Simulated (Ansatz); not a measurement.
# Calculations on CH6BCl

## 1. Relaxation

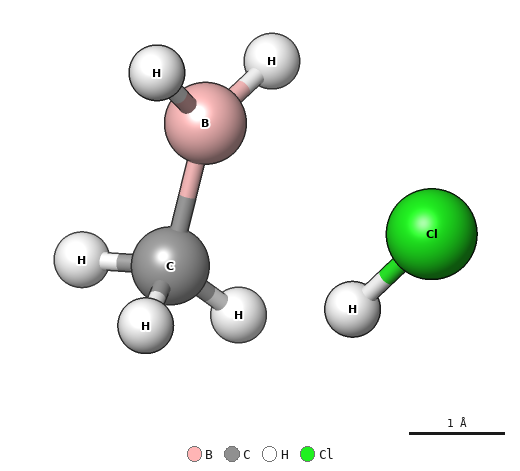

Starting structure of CH6BCl. Style: ball-and-stick. Shown at a tilt.

The run prepares an end point of a later path (reaction) calculation, from a guessed geometry.

Computed with RKS B3LYP/6-31G* (Ansatz 0.2.0).

Input file:
```yaml
crystal:
  periodic: [false, false, false]
  atoms:
    - { symbol: B, position_ang: [0.020527, 0.154692, 0.230371] }
    - { symbol: C, position_ang: [0.029924, 0.233345, 1.816791] }
    - { symbol: H, position_ang: [-0.916392, -0.025534, 2.306826] }
    - { symbol: H, position_ang: [0.863377, -0.295393, 2.295588] }
    - { symbol: H, position_ang: [0.199528, 1.297114, 2.055148] }
    - { symbol: H, position_ang: [1.050901, 0.081415, -0.373151] }
    - { symbol: H, position_ang: [-0.996665, 0.279997, -0.386402] }
    - { symbol: Cl, position_ang: [-0.372391, -2.862041, 0.57776] }
    - { symbol: H, position_ang: [-0.312809, -2.050395, 1.636669] }
basis:
  gaussian: { orbitals: "6-31G*" }
hamiltonian:
  xc: b3lyp
relax:
  f_tol: 0.03
  max_steps: 50
output:
  orbitals: {}
```

Run as
```bash
ansatz run input.yaml --threads 1 --pin off --max-ram 2048MiB --backend cpu --events-out ev --progress --plain --runs-dir out
```

### Where does the relaxation end?

The atom that moves furthest after the best rigid fit is H9 (0.94 Å). Largest moves by element: H 0.94 Å, Cl 0.21 Å, C 0.21 Å, B 0.07 Å. Near-neighbour distances that change, for instance: Cl8–H9 1.336 → 1.290 Å, B1–C2 1.588 → 1.565 Å. The energy falls by 0.093 eV in 10 geometry steps. Largest force component: 0.94 eV/Å at the start, 0.03 eV/Å at the end.

The structure at the end:

```xyz
9

B     0.0299    0.1961    0.2899
C     0.0636    0.4355    1.8363
H    -0.8720    0.2067    2.3596
H     0.9047   -0.0364    2.3570
H     0.2133    1.5252    1.9531
H     1.0445    0.0351   -0.3267
H    -0.9935    0.2986   -0.3246
Cl   -0.3592   -2.8692    0.3670
H    -0.4653   -2.9784    1.6480
```

The end point in the same view:

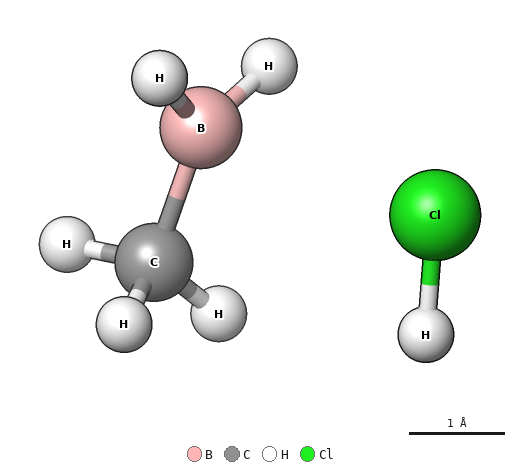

Limits of the set-up: the start holds two separate molecules, 2.2 Å apart at their closest, whose relative position is a soft coordinate and is computed without a dispersion correction.

## 2. Relaxation

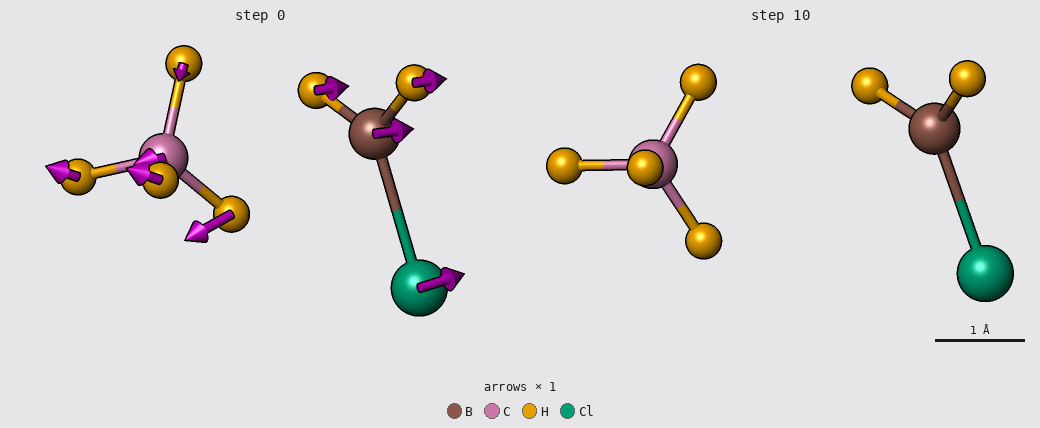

The structure of CH6BCl before (left) and after (right) a relaxation, at one scale. The purple arrows give the displacements, at their true length.

The picture is a ball-and-stick view, seen from a free direction.

The run prepares an end point of a later path (reaction) calculation, from a guessed geometry.

Method: Ansatz, RKS B3LYP/6-31G*.

Input file:
```yaml
crystal:
  periodic: [false, false, false]
  atoms:
    - { symbol: B, position_ang: [-0.052011, -0.494256, -0.398382] }
    - { symbol: C, position_ang: [-0.028733, -0.088767, 2.379667] }
    - { symbol: H, position_ang: [-0.94191, -0.024952, 2.975703] }
    - { symbol: H, position_ang: [0.824668, -0.319714, 3.021128] }
    - { symbol: H, position_ang: [0.144548, 0.866392, 1.879385] }
    - { symbol: H, position_ang: [1.054688, -0.067986, -0.414278] }
    - { symbol: H, position_ang: [-1.042488, 0.158467, -0.423918] }
    - { symbol: Cl, position_ang: [-0.247633, -2.303749, -0.514549] }
    - { symbol: H, position_ang: [-0.145129, -0.912236, 1.654843] }
basis:
  gaussian: { orbitals: "6-31G*" }
hamiltonian:
  xc: b3lyp
relax:
  f_tol: 0.03
  max_steps: 50
```

Command:
```bash
ansatz run input.yaml --threads 1 --pin off --max-ram 2048MiB --backend cpu --events-out ev --progress --plain --runs-dir out
```

What changed between the two?

Answer. Over 9 accepted moves (10 points after the start) the energy falls by 18.0 kJ/mol. The largest force component goes from 1.1 to 0.0022 eV/Å. The line search rejected the trial step at point 5 of the run. The atom that moves furthest after the best rigid fit is H9 (0.70 Å). By element the largest moves are H 0.70 Å, Cl 0.63 Å, B 0.53 Å, C 0.41 Å. Some distances before and after: B1–Cl8 1.824 → 1.753 Å, C2–H9 1.103 → 1.094 Å. Cost: 38 s on 1 thread of Intel(R) Xeon(R) Platinum 8375C CPU @ 2.90GHz (Ice Lake), with other jobs on the host, peak memory 0.14 GiB.

## 3. Path

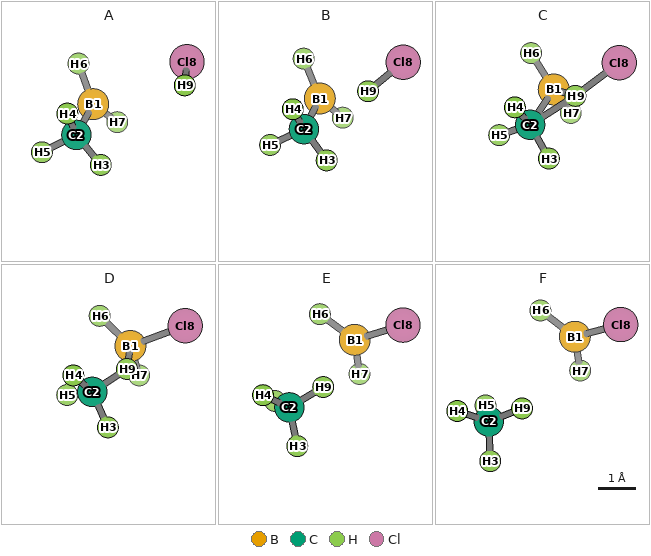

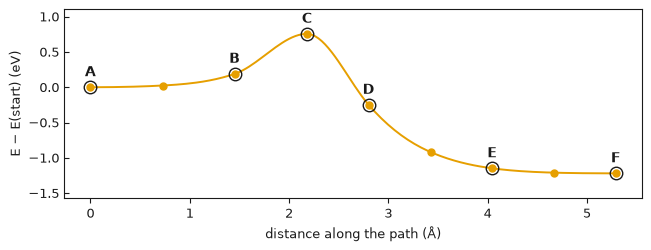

A nudged-elastic-band calculation for CH6BCl, made up at the start of CH5B and HCl. Images are numbered from 0 (start) to 8 (end). Frames A to F are images 0, 2, 3, 4, 6, 8. Style: ball-and-stick. Shown from a free direction.

Theory: RKS B3LYP/6-31G* in Ansatz. Settings: 7 movable images; climbing image; force threshold 0.03 eV/Å; iteration limit 60; starting path through a guess of the saddle point.

Q: Read off the barrier and say what moves.

A: Breaking: B1–C2 (1.57 → 1.70 at the top → 3.75 Å), Cl8–H9 (1.29 → 1.53 at the top → 3.71 Å). Forming: B1–Cl8 (3.09 → 2.21 at the top → 1.75 Å), C2–H9 (3.46 → 1.48 at the top → 1.09 Å). Forward barrier 0.76 eV, backward barrier 1.98 eV, with image 3 at the top; the reaction energy is −1.22 eV. The band is converged. At the top, the vibrational analysis gives one imaginary mode (990i cm⁻¹), as a transition state must have.

Limits of the set-up: the start holds two separate molecules, 3.1 Å apart at their closest, whose relative position is a soft coordinate and is computed without a dispersion correction.

Cost: 6.6 min on 1 thread of Intel(R) Xeon(R) Platinum 8375C CPU @ 2.90GHz (Ice Lake) (shared host), peak memory 0.13 GiB.
